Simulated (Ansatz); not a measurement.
**AlBrF2···H2: density, localisation and related maps**

```xyz
6

Al    0.0258   -0.6092   -0.3373
H     0.0061    0.1347    2.3135
F     1.4262    0.1621   -0.6655
F    -1.4139    0.0906   -0.6566
Br    0.0829   -2.8201    0.4749
H     0.0287   -0.4898    1.9457
```

Not at a stationary point (largest force 1.8 eV/Å).

Level of theory: Ansatz, RKS LDA/def2-mTZVP.

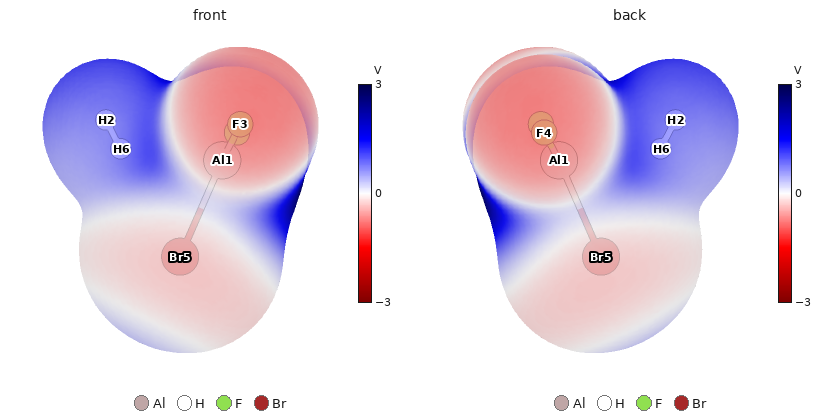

Figure 1. The molecular electrostatic potential painted on the density surface at 0.001 e/bohr³, seen from the front and from behind; the colour scale runs from red (negative) to blue (positive).

### Which sites attract a positive test charge, and which a negative one?

A positive charge is drawn to the negative regions and a negative charge to the positive ones. The most negative region (about −0.8 V) lies over F3 and F4, the most positive (about +2.8 V) over Al1. Br5 shows a σ-hole: about +0.3 V at the tip opposite its bond, against about −0.2 V on its flanks.

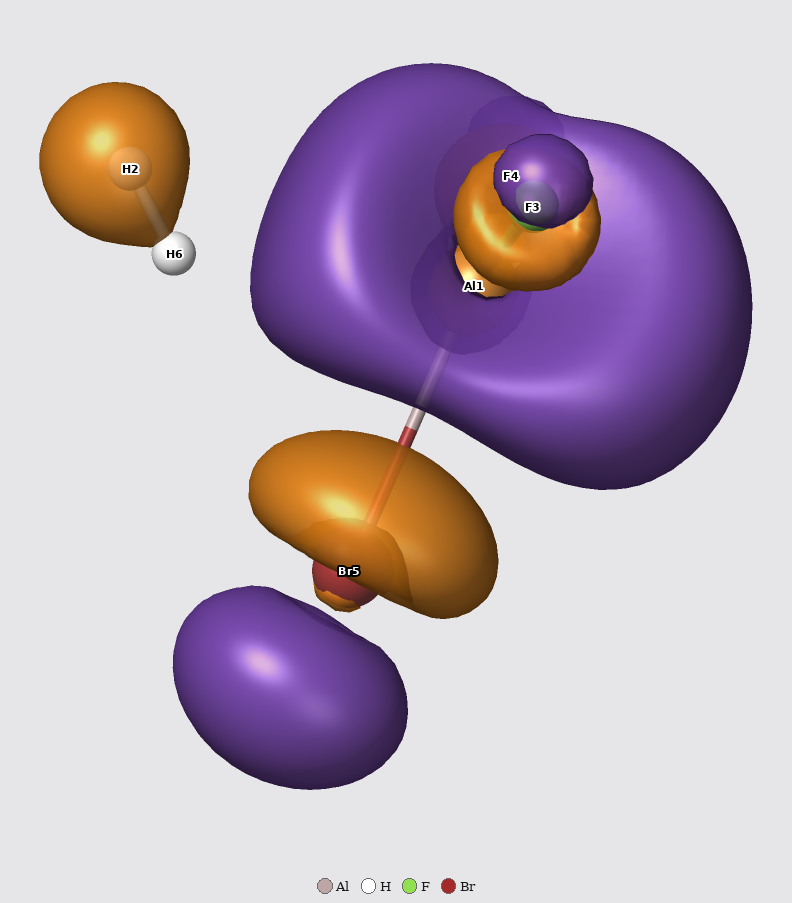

Figure 2. The LUMO at ±0.1 Å⁻³ᐟ² (orange and purple are the two phases), seen across its widest extent.

### Where does this orbital lie, and at what energy?

By Hirshfeld shares it lies mainly on Al1 (about 50 %), Br5 (about 25 %), F3 (about 10 %) and F4 (about 10 %). Its energy is −2.87 eV.

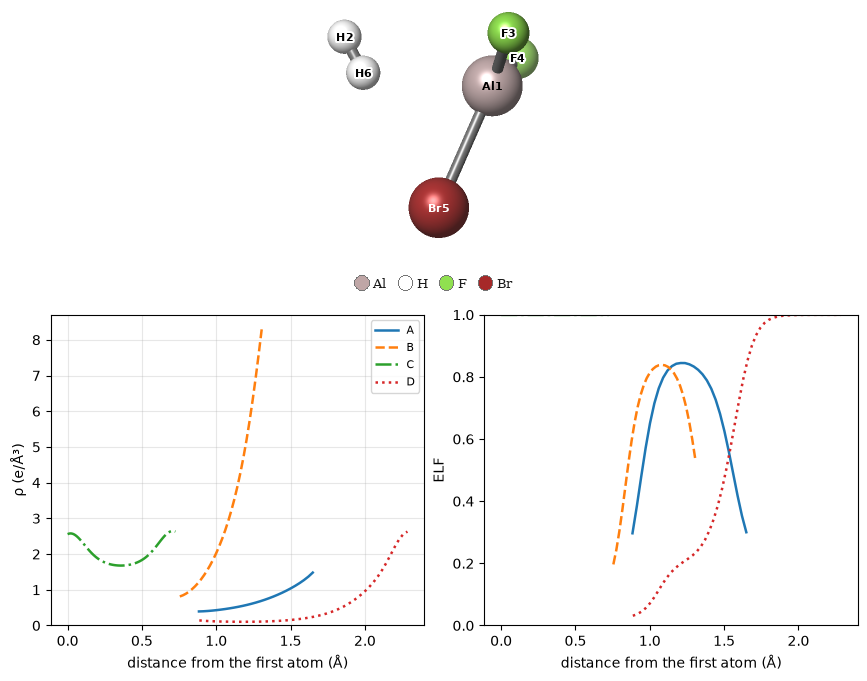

Figure 3. Electron density and ELF along straight lines between neighbouring atoms. The curves leave out the atomic cores. The structure is drawn too.

### Which curve belongs to which contact (Al–Br, Al–F, Al–H and H–H)? The first atom named is at distance zero.

Curve A: Al–Br (2.36 Å): ρ is about 0.55 e/Å³ halfway; the ELF peaks at about 0.85 in the valence shell of Br, 1.1 Å from its nucleus, and is about 0.85 at the midpoint. Curve B: Al–F (1.63 Å): ρ at the midpoint is about 0.95 e/Å³; the ELF peaks at about 0.85 in the valence shell of F, 0.6 Å from its nucleus, and is about 0.35 at the midpoint. Curve C: H–H (0.73 Å): the density is about 1.7 e/Å³ at the midpoint; the ELF is about 1 at the midpoint; a covalent bond by its length. Curve D: Al1···H6 (2.29 Å): the density falls to about 0.1 e/Å³ on the way; the ELF climbs to about 1 towards the hydrogen.
